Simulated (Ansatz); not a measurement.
The figure comes from a scan of InP (zinc blende): a phonon pattern at X = (0.5, 0.5, 0.0) is frozen into a 4-atom cell, Q being the largest atomic displacement. All values below come from PBE (plane waves to 420 eV, PAW, scalar-relativistic; Ansatz, an electronic-structure program). k mesh 10×10×10 (Γ-centred), Fermi-Dirac smearing 0.05 eV. E stands for the smeared free energy. InP was relaxed with its symmetry unable to fall. ΔE is measured from the undisplaced structure.

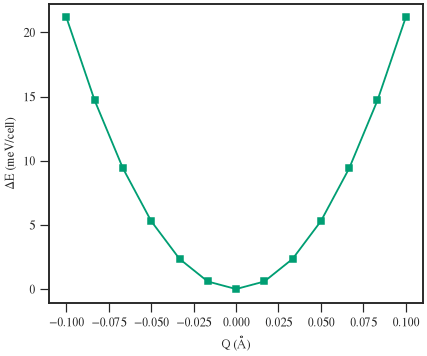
*ΔE (meV/cell) against Q (Å); markers are the computed points, lines only join them.*

Problem. Read the plotted values off the figure, to the accuracy that the plot allows.

Solution. To the nearest 0.5:

```tsv
Q (Å)	ΔE (meV/cell)
-0.100	21.0
-0.083	14.5
-0.067	9.5
-0.050	5.5
-0.033	2.5
-0.017	0.5
0.000	0.0
0.017	0.5
0.033	2.5
0.050	5.5
0.067	9.5
0.083	14.5
0.100	21.0
```

(For displaced atoms, the force is minus the slope of the energy, and its curvature is a force constant, which sets phonon frequencies.)
